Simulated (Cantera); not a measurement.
A closed system holds: 1 mol Si, 0.028 mol N2O, 7.7 mol H2, at 0.120 bar.

Equilibrium computed with Cantera from the NASA thermochemical tables; the gas is ideal and each condensed phase is pure. Candidate condensed phases: H2O, Si, SiO2, Si2N2O, Si3N4; 35 gas species. Mutual solubility and eutectic melting of coexisting phases are not modelled. Gases not in the tables: Si2H6 and higher silanes. Equilibrium is a limit: real reactors are often held back by kinetics, nucleation or transport.

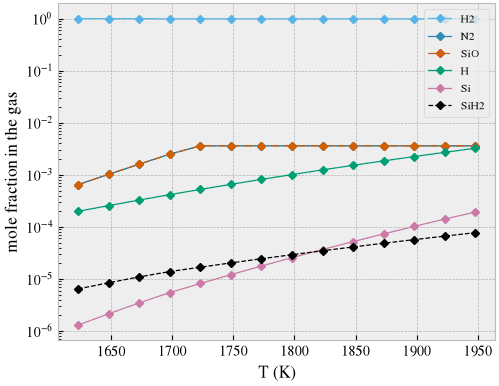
Figure. Equilibrium gas composition (values under 1e-9 drawn at 1e-9)

### Question
Read off the mole fractions at 1623 K.

### Answer
H2 about 1.00, N2 about 0.00065, SiO about 0.00065, H about 0.00020, SiH2 about 6.5e-6, Si about 1.3e-6.
